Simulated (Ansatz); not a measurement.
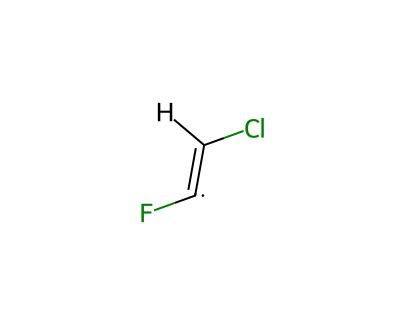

The species is neutral and a spin doublet.

Question: Give its SMILES.

Answer: F/[C]=C/Cl

Question: Give the formula, hydrogens included.

Answer: C2HClF.

Question: An optimisation with PBE0-D4/def2-TZVP gave a structure of which point group?

Answer: Cs.

More results for the same structure follow; atom numbers are the same in all pictures, views and colours differ. The geometry was computed by an optimisation with PBE0-D4/def2-TZVP. No frequency run is at hand to confirm it as a minimum.

## Electronic properties

No frequency run is at hand to confirm it as a minimum. Properties computed with UKS PBE0-D4/def2-TZVPP (Ansatz 0.2.0).

Computed properties:

- HOMO energy (Kohn–Sham orbital): −7.45 eV
- ⟨S²⟩ of the determinant: 0.767

## Dipole moment

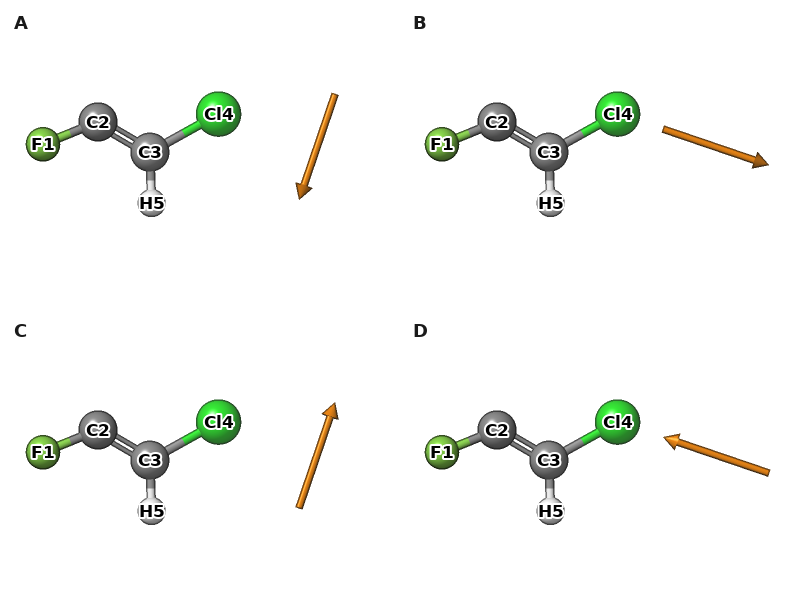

The same molecule four times, each with an arrow. No frequency run is at hand to confirm it as a minimum. Level of theory: UKS PBE0-D4/def2-TZVP (Ansatz 0.2.0).

Question: Which arrow points along the dipole moment, from the negative to the positive end?

Answer: A. The dipole moment is 0.94 D; it points from the side of Cl4 to the side of H5 (the outermost atoms at the two ends).

## Charges

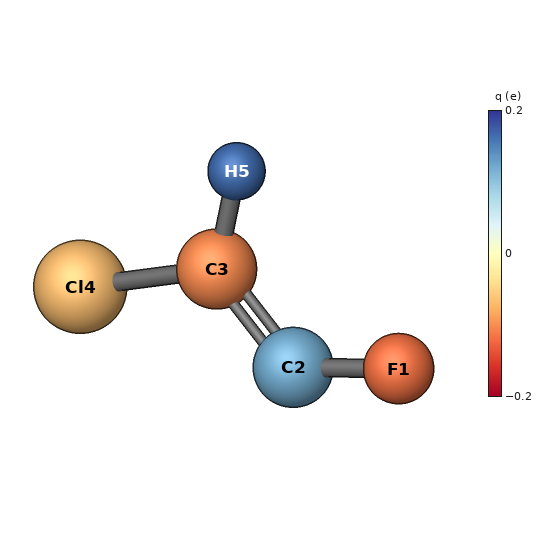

Atoms are coloured by their Mulliken charges. No frequency run is at hand to confirm it as a minimum. Level of theory: UKS PBE0-D4/def2-TZVP (Ansatz 0.2.0).

Question: Which atom carries the highest charge (most positive or least negative)?

Answer: H5 (0.16 e).

Question: And the lowest?

Answer: F1 (−0.11 e).

Give the Mulliken charges atom by atom.

```tsv
atom	value (e)
F1	−0.11
C2	0.12
C3	−0.10
Cl4	−0.07
H5	0.16
```

Mulliken values depend strongly on the basis set and can even reverse the polarity of a bond.
